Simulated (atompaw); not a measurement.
```json
{
  "Element": "Br",
  "Generator": "atompaw 4.2.0.5",
  "Type": "PAW",
  "Functional": "PBEsol",
  "Relativity": "scalar-relativistic",
  "Frozen core": "[Ar] 3d10",
  "Valence charge": "7",
  "Reference configuration": "4s2 4p5",
  "Partial waves": "4s (bound): rc 1.70 bohr; 4s channel at -1.05 Ry: rc 1.70 bohr; 4p (bound): rc 1.20 bohr; 4p channel at 0.15 Ry: rc 1.20 bohr",
  "Local potential": "ultrasoft scheme with l = 2 at -0.5 Ry, radius 1.65 bohr",
  "Core correction": "smooth core density matched at 1.60 bohr",
  "Augmentation charge": "sinc compensation charge, radius 1.55 bohr; PAW radius 1.70 bohr; waves and projectors: custom rrkj vanderbiltortho"
}
```

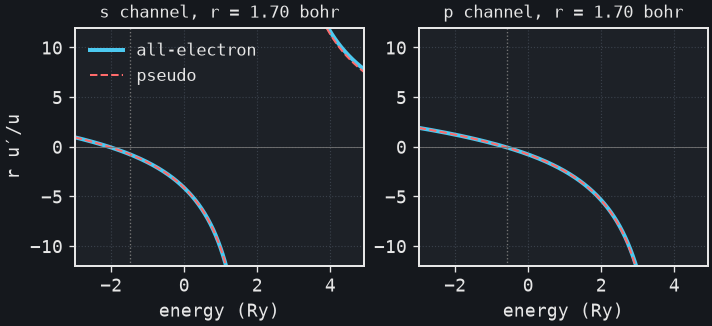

Logarithmic derivatives r u′/u at the test radius against energy, all-electron atom (solid) and pseudo-atom (dashed). Here u = r R(r). The dotted line marks the reference energy of the channel.

**Is there a sign of a ghost state?**

The plot shows none: pseudo and all-electron curves have the same branches in all channels drawn. The separate test gives: no ghost state below the valence levels in the s, p, d, f channels.

**Where do the curves cross zero?**

s: all-electron -2.1 Ry, pseudo -2.1 Ry; p: all-electron -0.6 Ry, pseudo -0.6 Ry.
